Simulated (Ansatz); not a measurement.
System: C$_{4}$H$_{2}$Cl$_{2}$Zr (SMILES C#[C][Zr]([Cl])([Cl])[C]#C).

```xyz
9

C     0.3293   -2.4632    1.4810
C    -0.1372   -1.4449    1.0077
Zr   -0.9342    0.3692    0.1552
Cl   -2.7771   -0.1518   -1.1594
Cl   -1.4855    1.8373    1.8689
C     0.5868    1.2667   -1.0834
C     1.4561    1.7574   -1.7778
H     0.7410   -3.3572    1.8948
H     2.2207    2.1865   -2.3870
```

Geometry: PBE0-D4/def2-TZVP; core potentials replace the inner electrons of Zr.

Theory: RKS PBE0-D4/def2-TZVPP in Ansatz.

Question: What will maps of the electron density and electron localisation function show?

Answer: C–C (1.22 Å): ρ at the midpoint is about 2.8 e/Å³; the ELF peaks at about 0.85 between the atoms; a short, multiple covalent bond.
C–Zr (2.16 Å): the density is about 0.73 e/Å³ at the midpoint; the ELF peaks at about 0.95 in the valence shell of C, 0.7 Å from its nucleus, and is about 0.40 at the midpoint.
C–H (1.07 Å): ρ at the midpoint is about 2.1 e/Å³; the ELF climbs to about 1 towards the hydrogen, as it does in any bond to H: a covalent bond by its length.

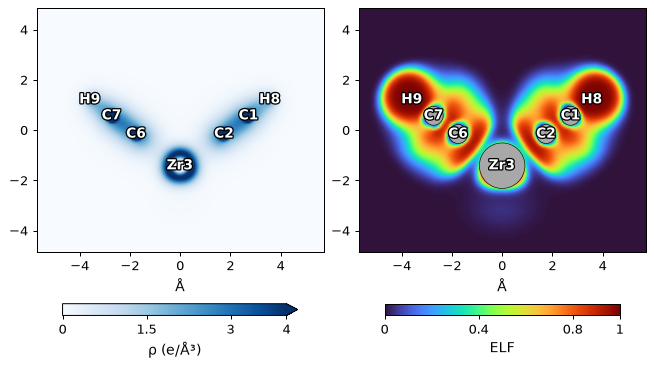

Computed electron density and electron localisation function on the plane of atoms C2, Zr3 and C6, in this order. Grey discs cover the atomic cores in the ELF map. 
